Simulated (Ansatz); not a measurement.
# FH2OPSi: up Jacob's ladder to CCSD(T)

How much do the methods differ for FH2OPSi? The plan is to run it at one geometry with functionals of several rungs and with coupled cluster, and see how far each lands from CCSD(T) at the basis-set limit for the atomisation energy.

Computed with Ansatz 0.2.0, Gaussian basis. Level: functionals in def2-TZVPP, the program's frozen cores in correlated methods.

The runs, in order: LDA (SPW92), PBE-D4, revPBE-D4, BLYP-D4, r2SCAN-D4, B97M-V, PBE0-D4, B3LYP-D4, r2SCANh-D4, r2SCAN0-D4, HSE06-D4, BHLYP-D4, CAM-B3LYP-D4, LC-ωPBE, ωB97X-V, ωB97M-V, B2PLYP, PBE-QIDH; CCSD(T)/def2-SVP; CCSD(T)/def2-TZVPP; MP2/def2-QZVPP; extrapolation to the limit; RPA on PBE.

## 1. The relaxed structure

The geometry comes from an earlier relaxation with PBE0-D4 in a triple-zeta def2 set; it is a stationary point.

6 atoms, charge 0, spin multiplicity 1.

Atoms are counted from 1 here; the program's logs count them from 0.

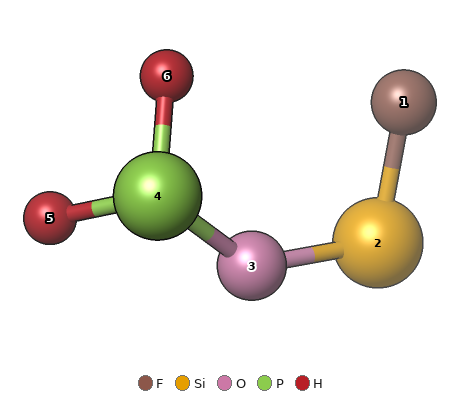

The structure; fluorine brown, silicon amber, oxygen pink, phosphorus green, hydrogen red; atoms are numbered from 1 in the order of the file.

## 2. LDA

This LDA is Slater exchange with PW92 correlation.

Contents of in.yaml:

```yaml
crystal:
  periodic: [false, false, false]
  atoms:
    - {symbol: F, position_ang: [-2.030271, -0.732542, 0.058063]}
    - {symbol: Si, position_ang: [-1.539371, 0.208812, -1.161098]}
    - {symbol: O, position_ang: [-0.051042, 0.660816, -0.657271]}
    - {symbol: P, position_ang: [0.954839, 0.529278, 0.656882]}
    - {symbol: H, position_ang: [2.099492, 0.050620, -0.040442]}
    - {symbol: H, position_ang: [0.608554, -0.780984, 1.097764]}
basis:
  gaussian: {orbitals: def2-TZVPP}
hamiltonian: {xc: lda}
output: {orbitals: {seedname: orbitals}}
```

Run with:

```
$ ansatz run in.yaml --threads 2 --pin off --events-out ev --progress --plain --max-ram 4352MiB
```

The program printed:

```text
Functional definition: SPW92
  name "SPW92"
  cite "Dirac, Proc. Camb. Phil. Soc. 26, 376 (1930) doi:10.1017/S0305004100016108"
  cite "Slater, Phys. Rev. 81, 385 (1951) doi:10.1103/PhysRev.81.385"
  cite "Perdew & Wang, Phys. Rev. B 45, 13244 (1992) doi:10.1103/PhysRevB.45.13244"
  exchange = slater_x
  correlation = pw_c
1000 factors; their error is unknown
mean field evaluation 1: about -21862.8973 eV, gradient 6.7e1 eV
mean field evaluation 2: about -21804.7183 eV, gradient 1.7e2 eV
mean field evaluation 4: about -21869.3873 eV, gradient 2.1e1 eV
mean field evaluation 8: about -21870.0384 eV, gradient 6.9e-2 eV
mean field evaluation 16: about -21870.0089 eV, gradient 3.6e-5 eV
mean field -21870.00893759 eV, -803.7080044319 hartree, gradient 3.6e-5 eV, S^2 0.000000; 0 other end points of the search recorded, 0 dependent functions left out
reference -21870.00897131 eV, -803.7080056710 hartree; 24, 24 occupied and 150, 150 virtual orbitals, 1000 factors
Total energy: -21870.00897131 eV, -803.7080056710 hartree
```

Run time: 1 s. Hardware: 2 threads of Arm Neoverse V1, shared host.

With the free atoms at this level, -21844.484 eV in sum, the atomisation energy is 2462.8 kJ/mol. HOMO -6.41 eV, LUMO -2.71 eV.

## 3. PBE-D4 (GGA)

Changes to in.yaml since step 2:

```diff
@@ -11,3 +11,3 @@
   gaussian: {orbitals: def2-TZVPP}
-hamiltonian: {xc: lda}
-output: {orbitals: {seedname: orbitals}}
+hamiltonian: {xc: pbe, dispersion: d4}
+output: {forces: true, orbitals: {seedname: orbitals}}
```

Launched as before.

The program printed, shortened:

```text
Functional definition: PBE
  name "PBE"
  cite "Perdew, Burke & Ernzerhof, Phys. Rev. Lett. 77, 3865 (1996) doi:10.1103/PhysRevLett.77.3865"
  parent pbe
[...]
1000 factors; their error is unknown
[...]
mean field -21954.57464275 eV, -806.8157367760 hartree, gradient 1.8e-5 eV, S^2 0.000000; 0 other end points of the search recorded, 0 dependent functions left out
[...]
reference -21954.57467888 eV, -806.8157381036 hartree; 24, 24 occupied and 150, 150 virtual orbitals, 1000 factors
Total energy: -21954.71704109 eV, -806.8209698185 hartree
Atom 0 at    -2.030271    -0.732542     0.058063 Å, force    -0.256089    -0.397019     0.467661 eV/Å
Atom 1 at    -1.539371     0.208812    -1.161098 Å, force    -0.333131     0.197608    -0.621102 eV/Å
Atom 2 at    -0.051042     0.660816    -0.657271 Å, force     0.226988     0.241974    -0.312119 eV/Å
Atom 3 at     0.954839     0.529278     0.656882 Å, force     0.210814     0.288944     0.504586 eV/Å
Atom 4 at     2.099492     0.050620    -0.040442 Å, force     0.183266    -0.100545    -0.108498 eV/Å
Atom 5 at     0.608554    -0.780984     1.097764 Å, force    -0.031847    -0.230962     0.069471 eV/Å
Dipole moment:     0.171610    -0.051264    -0.035376 e Å
```

It took 2.1 s on 2 threads of Arm Neoverse V1, shared host.

With the free atoms at this level, -21932.484 eV in sum, the atomisation energy is 2145.2 kJ/mol. HOMO -6.30 eV, LUMO -2.54 eV.

## 4. revPBE-D4 (GGA)

Changes to in.yaml since step 3:

```diff
@@ -11,3 +11,3 @@
   gaussian: {orbitals: def2-TZVPP}
-hamiltonian: {xc: pbe, dispersion: d4}
-output: {forces: true, orbitals: {seedname: orbitals}}
+hamiltonian: {xc: {name: revPBE}, dispersion: d4}
+output: {orbitals: {seedname: orbitals}}
```

Launched as before.

The program printed:

```text
Functional definition: revPBE
  name "revPBE"
  cite "Zhang & Yang, Phys. Rev. Lett. 80, 890 (1998) doi:10.1103/PhysRevLett.80.890"
  cite "Perdew, Burke & Ernzerhof, Phys. Rev. Lett. 77, 3865 (1996) doi:10.1103/PhysRevLett.77.3865"
  parameter kappa = 1.245
  parameter beta = 0.06672455060314922
  exchange = pbe_x(kappa = kappa, mu = beta*pi^2/3)
  correlation = pbe_c(beta = beta)
1000 factors; their error is unknown
mean field evaluation 1: about -21955.3719 eV, gradient 6.8e1 eV
mean field evaluation 2: about -21898.7052 eV, gradient 1.7e2 eV
mean field evaluation 4: about -21961.9285 eV, gradient 2.0e1 eV
mean field evaluation 8: about -21962.5369 eV, gradient 6.6e-2 eV
mean field evaluation 16: about -21962.5067 eV, gradient 4.1e-5 eV
mean field -21962.50673017 eV, -807.1072356119 hartree, gradient 4.1e-5 eV, S^2 0.000000; 0 other end points of the search recorded, 0 dependent functions left out
reference -21962.50677530 eV, -807.1072372705 hartree; 24, 24 occupied and 150, 150 virtual orbitals, 1000 factors
Total energy: -21962.92767682 eV, -807.1227051160 hartree
```

It took 1.8 s on 2 threads of Arm Neoverse V1, shared host.

Atomisation energy: 2079.7 kJ/mol (free atoms -21941.373 eV, run apart). HOMO -6.26 eV, LUMO -2.48 eV.

## 5. BLYP-D4 (GGA)

Changes to in.yaml since step 4:

```diff
@@ -11,3 +11,3 @@
   gaussian: {orbitals: def2-TZVPP}
-hamiltonian: {xc: {name: revPBE}, dispersion: d4}
+hamiltonian: {xc: {name: BLYP}, dispersion: d4}
 output: {orbitals: {seedname: orbitals}}
```

Launched as before.

The program printed:

```text
Functional definition: BLYP
  name "BLYP"
  cite "Becke, Phys. Rev. A 38, 3098 (1988) doi:10.1103/PhysRevA.38.3098"
  cite "Lee, Yang & Parr, Phys. Rev. B 37, 785 (1988) doi:10.1103/PhysRevB.37.785"
  parameter beta = 0.0042
  parameter a = 0.04918
  parameter b = 0.132
  parameter c = 0.2533
  parameter d = 0.349
  exchange = b88_x(beta = beta)
  correlation = lyp_c(a = a, b = b, c = c, d = d)
1000 factors; their error is unknown
mean field evaluation 1: about -21958.9973 eV, gradient 7.4e1 eV
mean field evaluation 2: about -21890.1932 eV, gradient 1.9e2 eV
mean field evaluation 4: about -21966.5384 eV, gradient 2.4e1 eV
mean field evaluation 8: about -21967.3832 eV, gradient 7.9e-2 eV
mean field evaluation 16: about -21967.3531 eV, gradient 5.0e-5 eV
mean field -21967.35309406 eV, -807.2853362000 hartree, gradient 5.0e-5 eV, S^2 0.000000; 0 other end points of the search recorded, 0 dependent functions left out
reference -21967.35340783 eV, -807.2853477307 hartree; 24, 24 occupied and 150, 150 virtual orbitals, 1000 factors
Total energy: -21967.66985476 eV, -807.2969769412 hartree
```

It took 1.7 s on 2 threads of Arm Neoverse V1, shared host.

Atomisation energy: 2138.4 kJ/mol (free atoms -21945.506 eV, run apart). HOMO -6.17 eV, LUMO -2.40 eV.

## 6. r2SCAN-D4 (meta-GGA)

Changes to in.yaml since step 5:

```diff
@@ -11,3 +11,3 @@
   gaussian: {orbitals: def2-TZVPP}
-hamiltonian: {xc: {name: BLYP}, dispersion: d4}
-output: {orbitals: {seedname: orbitals}}
+hamiltonian: {xc: r2scan, dispersion: d4}
+output: {forces: true, orbitals: {seedname: orbitals}}
```

Launched as before.

The program printed, shortened:

```text
Functional definition: r2SCAN
  name "r2SCAN"
  cite "Furness, Kaplan, Ning, Perdew & Sun, J. Phys. Chem. Lett. 11, 8208 (2020) doi:10.1021/acs.jpclett.0c02405"
  cite "Furness, Kaplan, Ning, Perdew & Sun, J. Phys. Chem. Lett. 11, 9248 (2020) doi:10.1021/acs.jpclett.0c03077"
  parent r2scan
[...]
1000 factors; their error is unknown
[...]
mean field -21964.02339942 eV, -807.1629721789 hartree, gradient 2.8e-5 eV, S^2 0.000000; 0 other end points of the search recorded, 0 dependent functions left out
[...]
reference -21964.02340963 eV, -807.1629725541 hartree; 24, 24 occupied and 150, 150 virtual orbitals, 1000 factors
Total energy: -21964.05521880 eV, -807.1641415197 hartree
Atom 0 at    -2.030271    -0.732542     0.058063 Å, force    -0.017984    -0.036284     0.049072 eV/Å
Atom 1 at    -1.539371     0.208812    -1.161098 Å, force    -0.068866     0.010986    -0.065168 eV/Å
Atom 2 at    -0.051042     0.660816    -0.657271 Å, force    -0.009245     0.048773    -0.125718 eV/Å
Atom 3 at     0.954839     0.529278     0.656882 Å, force     0.078255     0.011619     0.133259 eV/Å
Atom 4 at     2.099492     0.050620    -0.040442 Å, force     0.006410    -0.012410     0.006126 eV/Å
Atom 5 at     0.608554    -0.780984     1.097764 Å, force     0.011431    -0.022684     0.002429 eV/Å
Dipole moment:     0.182663    -0.058654    -0.030502 e Å
```

Wall time 4.6 s (2 threads of Arm Neoverse V1, shared host).

With the free atoms at this level, -21942.317 eV in sum, the atomisation energy is 2097.4 kJ/mol. HOMO -6.55 eV, LUMO -2.45 eV.

## 7. B97M-V (meta-GGA)

Changes to in.yaml since step 6:

```diff
@@ -11,3 +11,3 @@
   gaussian: {orbitals: def2-TZVPP}
-hamiltonian: {xc: r2scan, dispersion: d4}
-output: {forces: true, orbitals: {seedname: orbitals}}
+hamiltonian: {xc: {name: B97M-V}}
+output: {orbitals: {seedname: orbitals}}
```

The command is unchanged.

The program printed, shortened:

```text
Functional definition: B97M-V
  name "B97M-V"
  cite "Mardirossian & Head-Gordon, J. Chem. Phys. 142, 074111 (2015) doi:10.1063/1.4907719"
  cite "Becke, J. Chem. Phys. 107, 8554 (1997) doi:10.1063/1.475007"
  cite "Vydrov & Van Voorhis, J. Chem. Phys. 133, 244103 (2010) doi:10.1063/1.3521275"
  # Of w^i u^j: cxij and so on, Table III.
[...]
  gx(w, u) = cx00 + cx01*u + cx02*u^2 + (cx10 + cx11*u)*w
  gss(w, u) = css00 + css02*u^2 + css10*w + (css32*w^3 + css42*w^4)*u^2
  gos(w, u) = cos00 + cos01*u + cos03*u^3 + cos10*w + cos32*w^3*u^2
[...]
      + integral(e_c_pw_mod_opposite_spin*gos(b97_w_opposite, b97_u_opposite)) + vv10(b, c)
1000 factors; their error is unknown
[...]
mean field -21961.63508532 eV, -807.0752032548 hartree, gradient 6.6e-5 eV, S^2 0.000000; 0 other end points of the search recorded, 0 dependent functions left out
reference -21961.63513599 eV, -807.0752051168 hartree; 24, 24 occupied and 150, 150 virtual orbitals, 1000 factors
Total energy: -21961.63513599 eV, -807.0752051168 hartree
```

It took 9.5 s on 2 threads of Arm Neoverse V1, shared host.

Atomisation energy: 2127.6 kJ/mol (free atoms -21939.584 eV, run apart). HOMO -6.61 eV, LUMO -2.42 eV.

## 8. PBE0-D4 (hybrid)

Changes to in.yaml since step 7:

```diff
@@ -11,3 +11,3 @@
   gaussian: {orbitals: def2-TZVPP}
-hamiltonian: {xc: {name: B97M-V}}
+hamiltonian: {xc: pbe0, dispersion: d4}
 output: {orbitals: {seedname: orbitals}}
```

Its log isn't repeated here (it stands with the study of this molecule's fields); it ends on a total energy of -21956.061614 eV.

With the free atoms at this level, -21934.592 eV in sum, the atomisation energy is 2071.5 kJ/mol. HOMO -7.46 eV, LUMO -1.72 eV.

## 9. B3LYP-D4 (hybrid)

B3LYP here takes the VWN-RPA correlation.

Changes to in.yaml since step 8:

```diff
@@ -11,3 +11,3 @@
   gaussian: {orbitals: def2-TZVPP}
-hamiltonian: {xc: pbe0, dispersion: d4}
-output: {orbitals: {seedname: orbitals}}
+hamiltonian: {xc: {name: B3LYP}, dispersion: d4}
+output: {forces: true, orbitals: {seedname: orbitals}}
```

Same command.

The program printed, shortened:

```text
Functional definition: B3LYP
  name "B3LYP"
  cite "Stephens, Devlin, Chabalowski & Frisch, J. Phys. Chem. 98, 11623 (1994) doi:10.1021/j100096a001"
  cite "Becke, Phys. Rev. A 38, 3098 (1988) doi:10.1103/PhysRevA.38.3098"
  cite "Lee, Yang & Parr, Phys. Rev. B 37, 785 (1988) doi:10.1103/PhysRevB.37.785"
  cite "Vosko, Wilk & Nusair, Can. J. Phys. 58, 1200 (1980) doi:10.1139/p80-159"
[...]
1013 factors; their error is unknown
[...]
mean field -21968.83490460 eV, -807.3397917329 hartree, gradient 5.4e-5 eV, S^2 0.000000; 0 other end points of the search recorded, 0 dependent functions left out
[...]
reference -21968.83513975 eV, -807.3398003744 hartree; 24, 24 occupied and 150, 150 virtual orbitals, 1013 factors
Total energy: -21969.06895901 eV, -807.3483930738 hartree
Atom 0 at    -2.030271    -0.732542     0.058063 Å, force    -0.092177    -0.145928     0.180589 eV/Å
Atom 1 at    -1.539371     0.208812    -1.161098 Å, force    -0.084800     0.098207    -0.253448 eV/Å
Atom 2 at    -0.051042     0.660816    -0.657271 Å, force    -0.005751     0.067301    -0.110454 eV/Å
Atom 3 at     0.954839     0.529278     0.656882 Å, force     0.183577    -0.072870     0.154805 eV/Å
Atom 4 at     2.099492     0.050620    -0.040442 Å, force    -0.015267     0.017864     0.026570 eV/Å
Atom 5 at     0.608554    -0.780984     1.097764 Å, force     0.014417     0.035427     0.001937 eV/Å
Dipole moment:     0.170992    -0.035459    -0.046498 e Å
```

It took 3.2 s on 2 threads of Arm Neoverse V1, shared host.

Atomisation energy: 2113.5 kJ/mol (free atoms -21947.164 eV, run apart). HOMO -7.26 eV, LUMO -1.91 eV.

## 10. r2SCANh-D4 (hybrid)

Changes to in.yaml since step 9:

```diff
@@ -11,3 +11,3 @@
   gaussian: {orbitals: def2-TZVPP}
-hamiltonian: {xc: {name: B3LYP}, dispersion: d4}
-output: {forces: true, orbitals: {seedname: orbitals}}
+hamiltonian: {xc: {name: r2SCANh}, dispersion: d4}
+output: {orbitals: {seedname: orbitals}}
```

Launched as before.

The program printed, shortened:

```text
Functional definition: r2SCANh
  name "r2SCANh"
  cite "Bursch, Neugebauer, Ehlert & Grimme, J. Chem. Phys. 156, 134105 (2022) doi:10.1063/5.0086040"
  cite "Furness, Kaplan, Ning, Perdew & Sun, J. Phys. Chem. Lett. 11, 8208 (2020) doi:10.1021/acs.jpclett.0c02405"
  cite "Furness, Kaplan, Ning, Perdew & Sun, J. Phys. Chem. Lett. 11, 9248 (2020) doi:10.1021/acs.jpclett.0c03077"
  parent r2scan
[...]
1000 factors; their error is unknown
[...]
mean field -21963.62231796 eV, -807.1482327072 hartree, gradient 2.7e-5 eV, S^2 0.000000; 0 other end points of the search recorded, 0 dependent functions left out
reference -21963.62232732 eV, -807.1482330512 hartree; 24, 24 occupied and 150, 150 virtual orbitals, 1000 factors
Total energy: -21963.65671897 eV, -807.1494969208 hartree
```

It took 4.8 s on 2 threads of Arm Neoverse V1, shared host.

Atomisation energy: 2071.4 kJ/mol (free atoms -21942.189 eV, run apart). HOMO -6.97 eV, LUMO -2.13 eV.

## 11. r2SCAN0-D4 (hybrid)

Changes to in.yaml since step 10:

```diff
@@ -11,3 +11,3 @@
   gaussian: {orbitals: def2-TZVPP}
-hamiltonian: {xc: {name: r2SCANh}, dispersion: d4}
+hamiltonian: {xc: {name: r2SCAN0}, dispersion: d4}
 output: {orbitals: {seedname: orbitals}}
```

The command is unchanged.

The program printed, shortened:

```text
Functional definition: r2SCAN0
  name "r2SCAN0"
  cite "Bursch, Neugebauer, Ehlert & Grimme, J. Chem. Phys. 156, 134105 (2022) doi:10.1063/5.0086040"
  cite "Furness, Kaplan, Ning, Perdew & Sun, J. Phys. Chem. Lett. 11, 8208 (2020) doi:10.1021/acs.jpclett.0c02405"
  cite "Furness, Kaplan, Ning, Perdew & Sun, J. Phys. Chem. Lett. 11, 9248 (2020) doi:10.1021/acs.jpclett.0c03077"
  parent r2scan
[...]
1016 factors; their error is unknown
[...]
mean field -21963.05497052 eV, -807.1273830733 hartree, gradient 6.9e-5 eV, S^2 0.000000; 0 other end points of the search recorded, 0 dependent functions left out
reference -21963.05497862 eV, -807.1273833708 hartree; 24, 24 occupied and 150, 150 virtual orbitals, 1016 factors
Total energy: -21963.09339487 eV, -807.1287951421 hartree
```

Run time: 4.7 s. Hardware: 2 threads of Arm Neoverse V1, shared host.

With the free atoms at this level, -21942.008 eV in sum, the atomisation energy is 2034.4 kJ/mol. HOMO -7.62 eV, LUMO -1.66 eV.

## 12. HSE06-D4 (hybrid)

HSE06 is the plane-wave form, built on full-range PBE exchange.

Changes to in.yaml since step 11:

```diff
@@ -11,3 +11,3 @@
   gaussian: {orbitals: def2-TZVPP}
-hamiltonian: {xc: {name: r2SCAN0}, dispersion: d4}
+hamiltonian: {xc: hse06, dispersion: d4}
 output: {orbitals: {seedname: orbitals}}
```

The command is unchanged.

The program printed, shortened:

```text
Functional definition: HSE06
  name "HSE06"
  cite "Heyd, Scuseria & Ernzerhof, J. Chem. Phys. 118, 8207 (2003) doi:10.1063/1.1564060"
  cite "Krukau, Vydrov, Izmaylov & Scuseria, J. Chem. Phys. 125, 224106 (2006) doi:10.1063/1.2404663"
  cite "Heyd & Scuseria, J. Chem. Phys. 120, 7274 (2004) doi:10.1063/1.1668634"
  cite "Ernzerhof & Perdew, J. Chem. Phys. 109, 3313 (1998) doi:10.1063/1.476928"
  cite "Perdew, Burke & Ernzerhof, Phys. Rev. Lett. 77, 3865 (1996) doi:10.1103/PhysRevLett.77.3865"
  parent pbe
[...]
  # The whole range is PBE's own exchange, as in plane waves. The composition of these papers is wPBEh.
[...]
1016 factors; their error is unknown
73 factors; integrals over basis functions are off by at most 5.8e-7 eV
[...]
mean field -21955.38345024 eV, -806.8454599030 hartree, gradient 2.5e-5 eV, S^2 0.000000; 0 other end points of the search recorded, 0 dependent functions left out
reference -21955.38348635 eV, -806.8454612298 hartree; 24, 24 occupied and 150, 150 virtual orbitals, 1016 factors
Total energy: -21955.49558189 eV, -806.8495806651 hartree
```

Run time: 2.8 s. Hardware: 2 threads of Arm Neoverse V1, shared host.

With the free atoms at this level, -21934.007 eV in sum, the atomisation energy is 2073.3 kJ/mol. HOMO -7.06 eV, LUMO -2.10 eV.

## 13. BHLYP-D4 (hybrid)

Changes to in.yaml since step 12:

```diff
@@ -11,3 +11,3 @@
   gaussian: {orbitals: def2-TZVPP}
-hamiltonian: {xc: hse06, dispersion: d4}
+hamiltonian: {xc: {name: BHLYP}, dispersion: d4}
 output: {orbitals: {seedname: orbitals}}
```

Same command.

The program printed:

```text
Functional definition: BHLYP
  name "BHLYP"
  cite "Becke, J. Chem. Phys. 98, 1372 (1993) doi:10.1063/1.464304"
  cite "Becke, Phys. Rev. A 38, 3098 (1988) doi:10.1103/PhysRevA.38.3098"
  cite "Lee, Yang & Parr, Phys. Rev. B 37, 785 (1988) doi:10.1103/PhysRevB.37.785"
  parameter a = 0.5
  exchange = (1 - a)*b88_x + a*exact_x
  correlation = lyp_c
1092 factors; their error is unknown
mean field evaluation 1: about -21961.1538 eV, gradient 5.4e1 eV
mean field evaluation 2: about -21957.2478 eV, gradient 7.3e1 eV
mean field evaluation 4: about -21965.6398 eV, gradient 3.7e0 eV
mean field evaluation 8: about -21965.7560 eV, gradient 4.2e-2 eV
mean field -21965.75601122 eV, -807.2266444882 hartree, gradient 3.0e-5 eV, S^2 0.000000; 0 other end points of the search recorded, 0 dependent functions left out
reference -21965.75617103 eV, -807.2266503612 hartree; 24, 24 occupied and 150, 150 virtual orbitals, 1092 factors
Total energy: -21965.94425163 eV, -807.2335621954 hartree
```

It took 2.3 s on 2 threads of Arm Neoverse V1, shared host.

With the free atoms at this level, -21945.010 eV in sum, the atomisation energy is 2019.8 kJ/mol. HOMO -8.52 eV, LUMO -0.81 eV.

## 14. CAM-B3LYP-D4 (range-separated)

Changes to in.yaml since step 13:

```diff
@@ -11,3 +11,3 @@
   gaussian: {orbitals: def2-TZVPP}
-hamiltonian: {xc: {name: BHLYP}, dispersion: d4}
+hamiltonian: {xc: {name: CAM-B3LYP}, dispersion: d4}
 output: {orbitals: {seedname: orbitals}}
```

Launched as before.

The program printed, shortened:

```text
Functional definition: CAM-B3LYP
  name "CAM-B3LYP"
  cite "Yanai, Tew & Handy, Chem. Phys. Lett. 393, 51 (2004) doi:10.1016/j.cplett.2004.06.011"
  cite "Iikura, Tsuneda, Yanai & Hirao, J. Chem. Phys. 115, 3540 (2001) doi:10.1063/1.1383587"
  cite "Becke, Phys. Rev. A 38, 3098 (1988) doi:10.1103/PhysRevA.38.3098"
  cite "Lee, Yang & Parr, Phys. Rev. B 37, 785 (1988) doi:10.1103/PhysRevB.37.785"
  cite "Vosko, Wilk & Nusair, Can. J. Phys. 58, 1200 (1980) doi:10.1139/p80-159"
[...]
  # Exact exchange under (alpha + beta erf(omega r))/r, Becke's under what is left of 1/r.
[...]
1013 factors; their error is unknown
214 factors; integrals over basis functions are off by at most 1.4e-5 eV
[...]
mean field -21966.97311541 eV, -807.2713722421 hartree, gradient 7.2e-5 eV, S^2 0.000000; 0 other end points of the search recorded, 0 dependent functions left out
reference -21966.97322989 eV, -807.2713764492 hartree; 24, 24 occupied and 150, 150 virtual orbitals, 1013 factors
Total energy: -21967.09568080 eV, -807.2758764371 hartree
```

Wall time 2.8 s (2 threads of Arm Neoverse V1, shared host); peak memory 0.4 GiB.

With the free atoms at this level, -21945.032 eV in sum, the atomisation energy is 2128.8 kJ/mol. HOMO -8.79 eV, LUMO -0.61 eV.

## 15. LC-ωPBE (range-separated)

Changes to in.yaml since step 14:

```diff
@@ -11,3 +11,3 @@
   gaussian: {orbitals: def2-TZVPP}
-hamiltonian: {xc: {name: CAM-B3LYP}, dispersion: d4}
+hamiltonian: {xc: {name: LC-wPBE}}
 output: {orbitals: {seedname: orbitals}}
```

Same command.

The program printed, shortened:

```text
Functional definition: LC-wPBE
  name "LC-wPBE"
  cite "Vydrov & Scuseria, J. Chem. Phys. 125, 234109 (2006) doi:10.1063/1.2409292"
  cite "Heyd & Scuseria, J. Chem. Phys. 120, 7274 (2004) doi:10.1063/1.1668634"
  cite "Ernzerhof & Perdew, J. Chem. Phys. 109, 3313 (1998) doi:10.1063/1.476928"
  cite "Perdew, Burke & Ernzerhof, Phys. Rev. Lett. 77, 3865 (1996) doi:10.1103/PhysRevLett.77.3865"
  parent pbe
[...]
1000 factors; their error is unknown
291 factors; integrals over basis functions are off by at most 2.8e-5 eV
[...]
mean field -21959.37380725 eV, -806.9921028183 hartree, gradient 6.5e-5 eV, S^2 0.000000; 0 other end points of the search recorded, 0 dependent functions left out
reference -21959.37380726 eV, -806.9921028185 hartree; 24, 24 occupied and 150, 150 virtual orbitals, 1000 factors
Total energy: -21959.37380726 eV, -806.9921028185 hartree
```

Run time: 2.2 s. Hardware: 2 threads of Arm Neoverse V1, shared host.

Atomisation energy: 2071.4 kJ/mol (free atoms -21937.906 eV, run apart). HOMO -10.14 eV, LUMO 0.50 eV.

[end of part 1 of 2]
